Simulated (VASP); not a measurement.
Band structure of CuI (space group P-3m1). Level of theory: LDA (Ceperley-Alder, Perdew-Zunger), VASP's LDA PAW potentials (set 64) (plane waves; VASP 6.6.1).

Unless said otherwise, spin-orbit coupling is left out, though it shifts the bands of the heavy elements here.

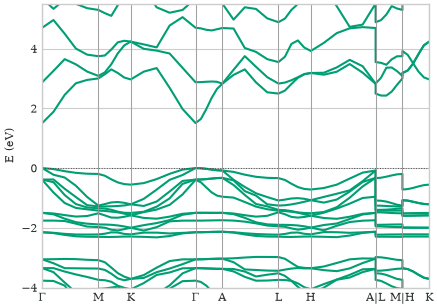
Fig. 1. Bands along high-symmetry lines, zero at the valence-band maximum or, without a gap, the Fermi level

Problem. Read the plot: is there a gap, and where are the band edges?

Solution. The gap is direct, 1.51 eV, from the valence maximum at Γ to the conduction minimum at Γ.

The structure comes from a computed database's CuI entry (P-3m1); how it stands against other phases isn't given here. The cell was not relaxed at this level.
